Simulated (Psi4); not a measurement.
# C2H6BN (SMILES [BH3-]C#[N+]C): a chain of runs

Wanted: a geometry optimisation (SVWN-RPA/def2-SVP), then the harmonic vibrations, then the energy (SCS-MP2/aug-cc-pVDZ) of C2H6BN. 

The results are computed with Psi4 1.11.

## Step 1: The molecule

The species is C2H6BN (10 atoms), meant as a singlet with charge 0. SMILES: `[BH3-]C#[N+]C`. The coordinates come from a PBE0-D4/def2-TZVP relaxation. The run starts from this shape.

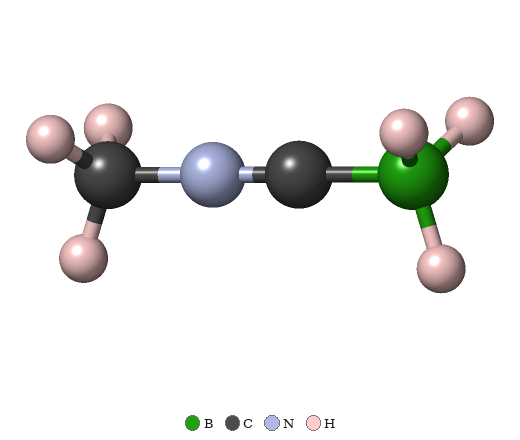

Viewed from a chosen angle; boron green, carbon dark grey, nitrogen light blue, hydrogen pink.

## Step 2: A geometry optimisation at SVWN-RPA/def2-SVP (density fitting) (run 1)

File input.dat:

```
memory 1600 MB

molecule mol {
  0 1
  B     -2.04371991     2.24898196    -2.46490207
  C     -0.52953905     0.58131755    -0.63846287
  N      0.61017367    -0.67410310     0.73697429
  C      1.99980267    -2.20052938     2.41183856
  H     -2.65822105     0.89070351    -4.20460283
  H     -3.84120850     3.02462005    -1.27465807
  H     -0.62651980     3.92764457    -3.11523241
  H      2.10564623    -4.12283438     1.67510993
  H      3.90710325    -1.44658535     2.61933048
  H      1.07648249    -2.22925322     4.25464278
  units au
  symmetry c1
}

set {
  geom_maxiter 60
}

energy_value, wavefunction = opt('svwn/def2-SVP', return_wfn=True)
```

The run is started by

```bash
$ psi4 -i input.dat -o output.dat -n 1
```

output.dat:

```text
[...]
  Running in c1 symmetry.
[...]
  Nuclear repulsion =  101.530963597324131
[...]
  Multiplicity = 1
[...]
  Nalpha       = 15
  Nbeta        = 15
[...]
    Number of basis functions: 86
[...]
   @DF-RKS iter   1:  -157.95405039191510   -1.17892e-01   9.07392e-03 DIIS/ADIIS
[...]
   @DF-RKS iter   8:  -158.35826824172241   -1.62004e-12   5.50373e-09 DIIS
[...]
  @DF-RKS Final Energy:  -158.35826824172241
   => Energetics <=
    Nuclear Repulsion Energy =            101.3712835794988081
    One-Electron Energy =                -412.8380447908932638
    Two-Electron Energy =                 176.0807271030920731
    DFT Exchange-Correlation Energy =     -22.9722341334200557
    Empirical Dispersion Energy =           0.0000000000000000
    VV10 Nonlocal Energy =                  0.0000000000000000
    Total Energy =                       -158.3582682417224134
[...]
 Multipole Moments:
 ------------------------------------------------------------------------------------
     Multipole            Electronic (a.u.)      Nuclear  (a.u.)        Total (a.u.)
 ------------------------------------------------------------------------------------
 L = 1.  Multiply by 2.5417464519 to convert [e a0] to [Debye]
 Dipole X            :          0.3736829            0.8477260            1.2214089
 Dipole Y            :         -0.4132204           -0.9306580           -1.3438784
 Dipole Z            :          0.4516412            1.0213170            1.4729583
 Magnitude           :                                                    2.3382590
[...]
  -Total Gradient:
     Atom            X                  Y                   Z
    ------   -----------------  -----------------  -----------------
       1       -0.000112725933     0.000119613468    -0.000136367732
       2       -0.000130437391     0.000159121822    -0.000166337471
       3        0.000083238305    -0.000121471376     0.000117345902
       4        0.000070394808    -0.000061554188     0.000077308838
       5        0.000026425694    -0.000104152303    -0.000005787901
       6       -0.000017582761    -0.000025306058     0.000107231524
       7        0.000103515003     0.000012255472     0.000034337084
       8       -0.000011459385    -0.000004091796    -0.000021047893
       9        0.000004617139     0.000018827397    -0.000013523329
      10       -0.000020273314     0.000012739962     0.000002241909
[...]
    Final optimized geometry and variables:
    Molecular point group: c1
    Full point group: C1
    Geometry (in Bohr), charge = 0, multiplicity = 1:
    B           -2.092664569739     2.303238679594    -2.524081595251
    C           -0.607533968320     0.668307067308    -0.732629120212
    N            0.550289131483    -0.606500074087     0.664192465258
    C            1.920415940660    -2.112720620323     2.315835324075
    H           -2.733969098054     0.952859111683    -4.306665646481
    H           -3.929884744366     3.109755087491    -1.346530090311
    H           -0.681519967720     4.022371877133    -3.206561555420
    H            2.048439634064    -4.079612093208     1.596385590159
    H            3.870347436047    -1.374643706469     2.551777157011
    H            1.008319856114    -2.165599820737     4.204735081813
[...]
```

The script printed:

```text
Interior angle of 179.9 for bend B([0, 2, 3]) can't work in good torsion
Interior angle of 179.9 for bend B([0, 2, 3]) can't work in good torsion
Interior angle of 179.9 for bend B([0, 2, 3]) can't work in good torsion
Interior angle of 180.0 for bend B([0, 1, 3]) can't work in good torsion
Interior angle of 180.0 for bend B([0, 1, 3]) can't work in good torsion
Interior angle of 180.0 for bend B([0, 1, 3]) can't work in good torsion
Optimizer: Optimization complete!
```

Wall time 12 s (1 thread of Intel Xeon 6975P-C (Granite Rapids), shared host); peak memory 0.4 GiB.

The path in brief:

```csv
step,energy from the first frame kept (eV),largest force (eV/Å)
0,0.0000,2.6506
1,-0.0607,0.3785
2,-0.0640,0.0799
3,-0.0643,0.0136
```

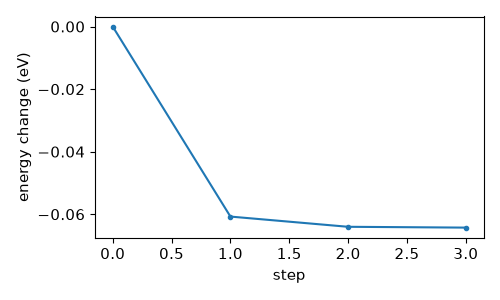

Energy along the run.

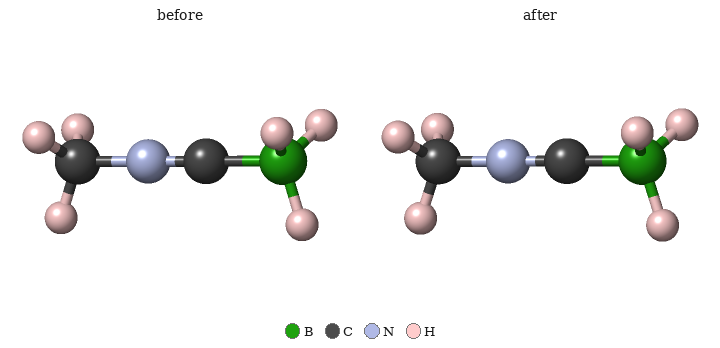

Before and after, at one scale.

After the run. Bond lengths: B1–C2 1.505 Å, C2–N3 1.173 Å, N3–C4 1.387 Å, B1–H5 1.231 Å, B1–H6 1.231 Å, B1–H7 1.231 Å, C4–H8 1.110 Å, C4–H9 1.110 Å, C4–H10 1.110 Å. Some angles: B1–C2–N3 180.0°, C2–N3–C4 180.0°, C2–B1–H5 107.0°, C2–B1–H6 107.0°, C2–B1–H7 107.0°, N3–C4–H8 110.8°, N3–C4–H9 110.8°, N3–C4–H10 110.8°, H5–B1–H6 111.8°, H5–B1–H7 111.8°.

## Step 3: The harmonic vibrations at SVWN-RPA/def2-SVP (density fitting) (run 2)

File c2h6bn.in:

```
memory 1600 MB

molecule m {
  B     -1.072305     1.179746    -1.293227
  C     -0.286408     0.314577    -0.345231
  N      0.326286    -0.360021     0.393935
  C      1.051326    -1.157079     1.267947
  H     -1.411669     0.465156    -2.236530
  H     -2.044520     1.606536    -0.670094
  H     -0.325559     2.089472    -1.654380
  H      1.119073    -2.197913     0.887230
  H      2.083185    -0.766506     1.392802
  H      0.568665    -1.185062     2.267510
}

set basis def2-SVP
set t 298.15
set rotational_symmetry_number 3

e_tot = frequencies("svwn")
```

The run is started by

```bash
$ psi4 c2h6bn.in c2h6bn.out -n 1
```

c2h6bn.out:

```text
[...]
  Running in c1 symmetry.
[...]
  Nuclear repulsion =  101.371281077860004
[...]
  Multiplicity = 1
[...]
  Nalpha       = 15
  Nbeta        = 15
[...]
    Number of basis functions: 86
[...]
   @DF-RKS iter   1:  -157.95472602283382   -1.22146e-01   9.08561e-03 ADIIS/DIIS
[...]
  -Total Gradient:
     Atom            X                  Y                   Z
    ------   -----------------  -----------------  -----------------
       1       -0.000113543194     0.000119296795    -0.000136548493
       2       -0.000129959796     0.000158257632    -0.000165631919
       3        0.000082817216    -0.000120403684     0.000116404928
       4        0.000070501181    -0.000062318415     0.000077532621
       5        0.000026155581    -0.000103635502    -0.000006068762
       6       -0.000017660545    -0.000025177124     0.000107196095
       7        0.000103839817     0.000012163606     0.000035190692
       8       -0.000011415537    -0.000003933692    -0.000020948574
       9        0.000004529428     0.000018851655    -0.000013736836
      10       -0.000020345667     0.000012656272     0.000002357268
[...]
   @DF-RKS iter  12:  -158.35826777264154   -5.40012e-13   1.32857e-09 DIIS
[...]
    Orbital Energies [Eh]
    ---------------------
    Doubly Occupied:
       1A    -13.956177     2A     -9.895364     3A     -9.892508
       4A     -6.371075     5A     -0.913631     6A     -0.747023
       7A     -0.553921     8A     -0.512527     9A     -0.472397
      10A     -0.472394    11A     -0.362375    12A     -0.362374
      13A     -0.327857    14A     -0.265548    15A     -0.265545
[...]
  @DF-RKS Final Energy:  -158.35826777264154
   => Energetics <=
    Nuclear Repulsion Energy =            101.3712810778600044
    One-Electron Energy =                -412.8380417378285756
    Two-Electron Energy =                 176.0807268039995677
    DFT Exchange-Correlation Energy =     -22.9722339166725007
    Empirical Dispersion Energy =           0.0000000000000000
    VV10 Nonlocal Energy =                  0.0000000000000000
    Total Energy =                       -158.3582677726415398
[...]
  ==> Harmonic Vibrational Analysis <==
[...]
  Freq [cm^-1]                 37.2047             152.0736            152.2848
[...]
  IR activ [km/mol]             0.0000              0.3129              0.3126
[...]
  Freq [cm^-1]                 356.3611            356.4045            709.9651
[...]
  IR activ [km/mol]             3.7701              3.7703             39.6186
[...]
  Freq [cm^-1]                1072.6066           1185.3618           1369.5601
[...]
  IR activ [km/mol]             1.6728             22.3159              8.8242
[...]
  Freq [cm^-1]                1383.8262           1383.9403           2335.8406
[...]
  IR activ [km/mol]            15.4976             15.4951             595.8953
[...]
  Freq [cm^-1]                2383.9904           2470.5463           2470.6237
[...]
  IR activ [km/mol]             0.0003             47.1465             47.1428
[...]
  Freq [cm^-1]                2965.8526           3064.0583           3064.0730
[...]
  IR activ [km/mol]            14.8581              0.0151              0.0151
[...]
  Total E_0, Enthalpy at 0 [K]                                                         -158.28421437 [Eh]
[...]
  Total H, Enthalpy at  298.15 [K]                                                     -158.27708137 [Eh]
[...]
  Total G, Gibbs energy at  298.15 [K]                                                 -158.31200402 [Eh]
[...]
```

The script printed:

```text
Warning: used thermodynamics relations inappropriate for low-frequency modes: ['37.2047' '152.0736' '152.2848' '356.3611' '356.4045']
```

Wall time 73 s (1 thread of Intel Xeon 6975P-C (Granite Rapids), shared host); peak memory 0.43 GiB.

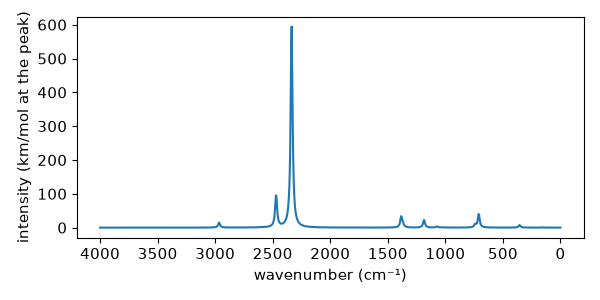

Harmonic infrared spectrum, unscaled, lines broadened by 10 cm⁻¹.

## Step 4: The energy at SCS-MP2/aug-cc-pVDZ (density fitting) (run 3)

File calc.dat:

```
memory 1600 mb

molecule geom {
  0 1
  B     -1.072305     1.179746    -1.293227
  C     -0.286408     0.314577    -0.345231
  N      0.326286    -0.360021     0.393935
  C      1.051326    -1.157079     1.267947
  H     -1.411669     0.465156    -2.236530
  H     -2.044520     1.606536    -0.670094
  H     -0.325559     2.089472    -1.654380
  H      1.119073    -2.197913     0.887230
  H      2.083185    -0.766506     1.392802
  H      0.568665    -1.185062     2.267510
}

set basis aug-cc-pVDZ
set freeze_core true

energy("scs-mp2")
```

The run is started by

```bash
$ psi4 -i calc.dat -o calc.out -n 1
```

calc.out:

```text
[...]
  Running in c1 symmetry.
[...]
  Nuclear repulsion =  101.371281077860004
[...]
  Multiplicity = 1
[...]
  Nalpha       = 15
  Nbeta        = 15
[...]
    Number of basis functions: 146
[...]
   @RHF iter   1:  -158.21694498176646   -9.28623e-01   2.50705e-03 ADIIS/DIIS
[...]
   @RHF iter  10:  -158.32560919344925   -2.56932e-11   5.87584e-09 DIIS
[...]
    Orbital Energies [Eh]
    ---------------------
    Doubly Occupied:
       1A    -15.658683     2A    -11.360533     3A    -11.338916
       4A     -7.523896     5A     -1.328090     6A     -1.069624
       7A     -0.821684     8A     -0.753822     9A     -0.672284
      10A     -0.672280    11A     -0.527995    12A     -0.527994
      13A     -0.515844    14A     -0.410715    15A     -0.410710
[...]
  @RHF Final Energy:  -158.32560919344925
   => Energetics <=
    Nuclear Repulsion Energy =            101.3712810778600044
    One-Electron Energy =                -412.2076399648766483
    Two-Electron Energy =                 152.5107496935674192
    Total Energy =                       -158.3256091934492531
[...]
 Multipole Moments:
 ------------------------------------------------------------------------------------
     Multipole            Electronic (a.u.)      Nuclear  (a.u.)        Total (a.u.)
 ------------------------------------------------------------------------------------
 L = 1.  Multiply by 2.5417464519 to convert [e a0] to [Debye]
 Dipole X            :          0.4980982            0.8477258            1.3458240
 Dipole Y            :         -0.5501833           -0.9306589           -1.4808421
 Dipole Z            :          0.6017126            1.0213163            1.6230289
 Magnitude           :                                                    2.5765012
[...]
	SCS-MP2 Total Energy (a.u.)        :  -158.87771948594676
	SOS-MP2 Total Energy (a.u.)        :  -158.83439158605896
	SCSN-MP2 Total Energy (a.u.)       :  -158.55438050485699
[...]
	SOS-PI-MP2 Total Energy (a.u.)     :  -158.91918865149390
[...]
	MP2 Total Energy (a.u.)            :  -158.87957822028747
[...]
```

Wall time 17 s (1 thread of Intel Xeon 6975P-C (Granite Rapids), shared host); peak memory 1.1 GiB.

## Step 5: Results

| quantity | value |
| --- | --- |
| run 1, SVWN-RPA/def2-SVP: total energy at the end | -158.35827 Eh |
| run 1, SVWN-RPA/def2-SVP: dipole moment | 5.94 D |
| run 1, SVWN-RPA/def2-SVP: HOMO energy | -7.23 eV |
| run 1, SVWN-RPA/def2-SVP: LUMO energy | -1.77 eV |
| run 1, SVWN-RPA/def2-SVP: HOMO–LUMO gap | 5.46 eV |
| run 2, SVWN-RPA/def2-SVP: lowest harmonic wavenumber | 37 cm⁻¹ |
| run 2, SVWN-RPA/def2-SVP: highest harmonic wavenumber | 3064 cm⁻¹ |
| run 2, SVWN-RPA/def2-SVP: zero-point energy | 194.4 kJ/mol |
| run 2, SVWN-RPA/def2-SVP: ideal-gas entropy at 298.15 K (symmetry number 3 as used) | 73.5 cal/(mol K) |
| run 3, SCS-MP2/aug-cc-pVDZ: total energy | -158.87772 Eh |
| run 3, SCS-MP2/aug-cc-pVDZ: HOMO energy (Hartree–Fock orbitals) | -11.18 eV |
| run 3, SCS-MP2/aug-cc-pVDZ: LUMO energy (Hartree–Fock orbitals) | 0.53 eV |
| run 3, SCS-MP2/aug-cc-pVDZ: HOMO–LUMO gap (Hartree–Fock orbitals) | 11.71 eV |
| run 3, SCS-MP2/aug-cc-pVDZ: correlation energy (4 core orbitals frozen) | -552.1 mEh |

What this shows: The optimisation (run 1, SVWN-RPA/def2-SVP) took 4 steps and changed the energy by -0.064 eV. All 24 modes (run 2, SVWN-RPA/def2-SVP) are real, so the shape is a minimum at this level.
